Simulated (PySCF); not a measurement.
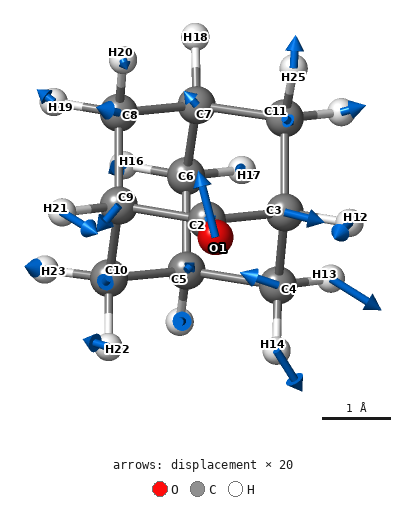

A relaxation of C10H14O. The starting structure is drawn; blue arrows show the displacements, 20 times their true length. The two geometries are superimposed by the best rigid fit.

Style: ball-and-stick. Shown face on.

The start comes from GFN2-xTB. Its atoms were then displaced at random by about 0.01 Å.

These are results of PBE0-D3(BJ)/def2-SVP geometry optimisation, gas phase (PySCF 2.14.0, density-fitted response routines), not measurements. 

Question: What did the optimiser do to the structure, and how much energy did it gain?

Answer: The energy falls by 4.43 kcal/mol in 7 geometry steps. The largest move after the best rigid fit is that of the O atom, 0.051 Å. Largest moves by element: O 0.051 Å, H 0.046 Å, C 0.031 Å. Among the contacts that change: C–H 1.050 → 1.104 Å, C–H 1.077 → 1.103 Å, C–C 1.556 → 1.531 Å, C–H 1.122 → 1.100 Å. Among the angles between lasting bonds that change: H–C–H 112.7° → 106.9°, C–C–H 108.3° → 111.3°, C–C–H 110.7° → 107.8°.
